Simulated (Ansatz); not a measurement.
SiF$_{4}$ (SMILES F[Si](F)(F)F)

```
atom    x (Å)    y (Å)    z (Å)
   F   0.1549   1.1410  -1.2292
   F   1.7691   0.9326   0.7856
   F  -0.7823   1.1312   1.1854
   F   0.2046  -1.0379   0.1704
  Si   0.3366   0.5417   0.2281
```

Geometry: PBE0-D3(BJ)/def2-SVP.

Computed with isolated molecule in a Gaussian basis; Kohn-Sham density functional theory, functional PBE0 (Ansatz).

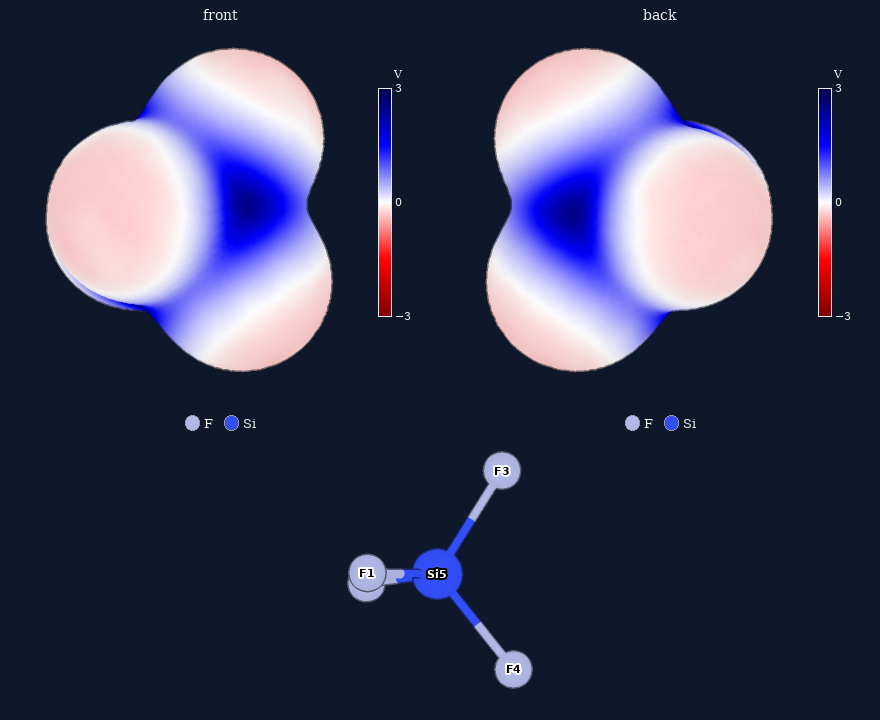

Figure 1. The molecular electrostatic potential painted on the density surface at 0.002 e/bohr³, seen from the front and from behind; red is negative and blue positive. The bare structure is drawn below in the same view.

> Where is the surface potential most negative and most positive?

The most negative region (about −0.3 V, or −7 kcal/mol for a unit charge) lies over F1, F2, F3 and F4, the most positive (about +2.4 V, or +55 kcal/mol for a unit charge) over Si5.

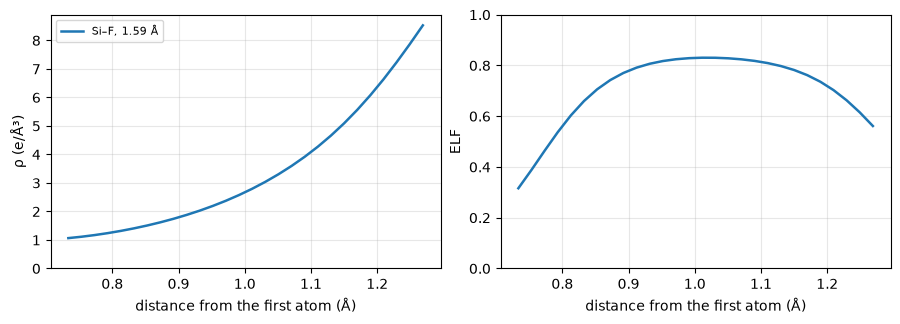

Figure 2. Electron density and electron localisation function along straight lines between neighbouring atoms. The curves leave out the atomic cores.

> What can be read from the curves?

Si–F (1.59 Å): ρ at the midpoint is about 1.2 e/Å³; the ELF peaks at about 0.85 in the valence shell of F, 0.6 Å from its nucleus, and is about 0.55 at the midpoint.

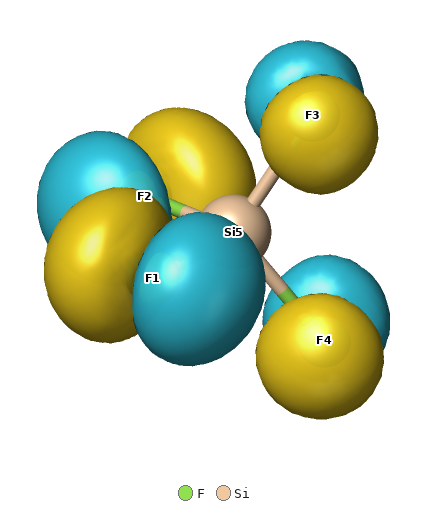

Figure 3. The HOMO at ±0.1 Å⁻³ᐟ² (yellow and cyan are the two phases), seen at a tilt.

> Where does this orbital lie, and at what energy?

It lies mainly on F1 (about 35 %), F2 (about 35 %), F3 (about 10 %) and F4 (about 10 %); largely a combination of lone pairs on F1, F2, F3 and F4. It is one of a degenerate set, so its orientation is arbitrary. Its energy is −12.82 eV.
